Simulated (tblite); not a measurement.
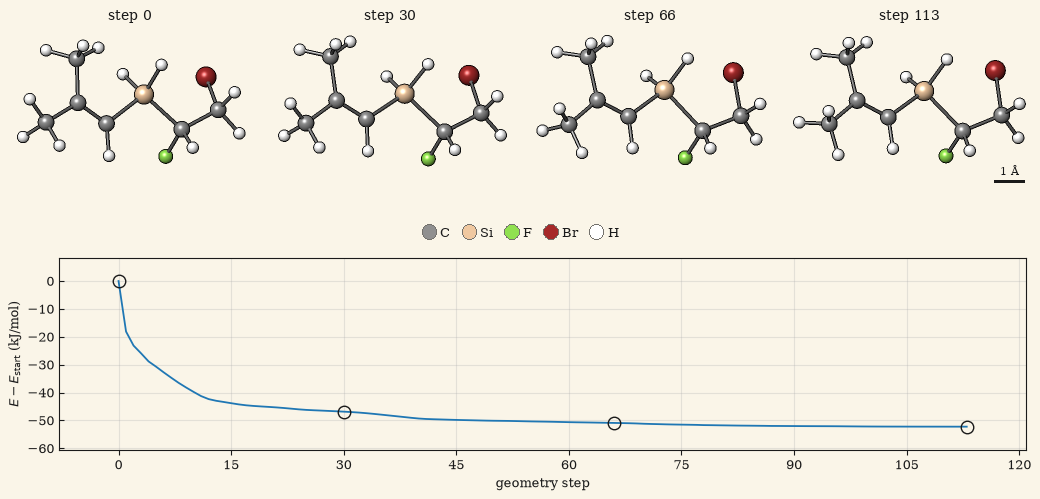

Frames of a relaxation of C$_{6}$H$_{12}$BrFSi, marked on the history of the run. A ball-and-stick model, seen at a tilt.

Level of theory: GFN2-xTB geometry optimisation, gas phase (tblite 0.8.0). 

> What happens along the run?

The atom that moves furthest after the best rigid fit is an H atom (0.90 Å). By element the largest moves are H 0.90 Å, Br 0.51 Å, C 0.33 Å, Si 0.20 Å, F 0.08 Å. Some distances before and after: Br–Si 3.497 → 3.343 Å, C–Si 1.838 → 1.930 Å, C–H 1.127 → 1.089 Å, Br–C 1.920 → 1.950 Å. Bond angles that change, for instance: C–C–Si 116.3° → 125.6°, C–C–H 123.5° → 117.2°, C–Si–H 107.5° → 113.5°. Groups turn about C–C by about 45°. The energy falls by 52.2 kJ/mol in 113 geometry steps. Cost: 1.2 s on 1 thread of Arm Neoverse V1, with other jobs on the host. From step 0 to 30: an H atom moves most (0.36 Å), energy −46.8 kJ/mol. From step 30 to 66: an H atom moves most (0.41 Å), energy −4.04 kJ/mol. From step 66 to 113: an H atom moves most (0.40 Å), energy −1.34 kJ/mol.

```json
{"step": "0", "E − E(0), kJ/mol": "0.00"}
{"step": "1", "E − E(0), kJ/mol": "-18.12"}
{"step": "2", "E − E(0), kJ/mol": "-23.14"}
{"step": "3", "E − E(0), kJ/mol": "-25.92"}
{"step": "4", "E − E(0), kJ/mol": "-28.82"}
{"step": "5", "E − E(0), kJ/mol": "-30.71"}
{"step": "6", "E − E(0), kJ/mol": "-32.72"}
{"step": "7", "E − E(0), kJ/mol": "-34.63"}
{"step": "8", "E − E(0), kJ/mol": "-36.50"}
{"step": "9", "E − E(0), kJ/mol": "-38.17"}
{"step": "10", "E − E(0), kJ/mol": "-39.76"}
{"step": "15", "E − E(0), kJ/mol": "-43.80"}
{"step": "21", "E − E(0), kJ/mol": "-45.31"}
{"step": "26", "E − E(0), kJ/mol": "-46.34"}
{"step": "32", "E − E(0), kJ/mol": "-47.16"}
{"step": "37", "E − E(0), kJ/mol": "-48.47"}
{"step": "43", "E − E(0), kJ/mol": "-49.64"}
{"step": "48", "E − E(0), kJ/mol": "-49.99"}
{"step": "53", "E − E(0), kJ/mol": "-50.22"}
{"step": "59", "E − E(0), kJ/mol": "-50.54"}
{"step": "64", "E − E(0), kJ/mol": "-50.79"}
{"step": "70", "E − E(0), kJ/mol": "-51.18"}
{"step": "75", "E − E(0), kJ/mol": "-51.49"}
{"step": "80", "E − E(0), kJ/mol": "-51.73"}
{"step": "86", "E − E(0), kJ/mol": "-51.92"}
{"step": "91", "E − E(0), kJ/mol": "-52.02"}
{"step": "97", "E − E(0), kJ/mol": "-52.10"}
{"step": "102", "E − E(0), kJ/mol": "-52.18"}
{"step": "108", "E − E(0), kJ/mol": "-52.21"}
{"step": "113", "E − E(0), kJ/mol": "-52.22"}
```
